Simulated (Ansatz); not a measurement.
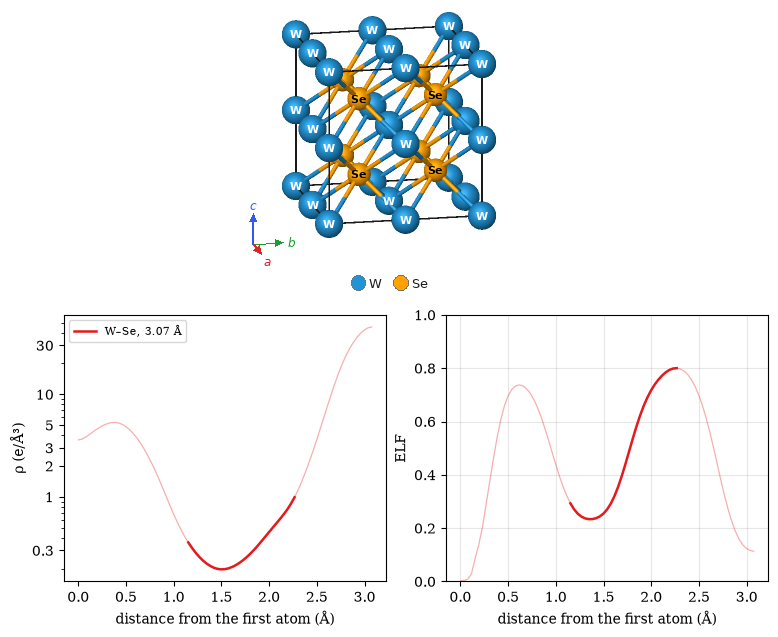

*WSe. Valence pseudo-density and electron localisation function along straight lines between neighbouring atoms. Thin, pale parts lie inside the atomic spheres. The structure is drawn too.*

Space group Pm-3m; started from the CsCl (B2) prototype, which need not be the ambient phase; not relaxed (largest force 1.2 eV/Å); the SCF solution may not be the lowest one; Hubbard U of 6.2 eV on W d only; the program warned that a lower state may break the symmetry and another magnetic order may lie lower; spin-polarised.

These are results of Ansatz 0.2.0, DFT PBE+U, scalar-relativistic, plane waves, PAW, not measurements.

The density is the valence pseudo-density of a PAW calculation; it isn't the true density close to the nuclei.

Q: What can be read from the curves?

A: W–Se (3.07 Å): ρ is about 0.2 e/Å³ halfway; the ELF is about 0.25 at the midpoint.
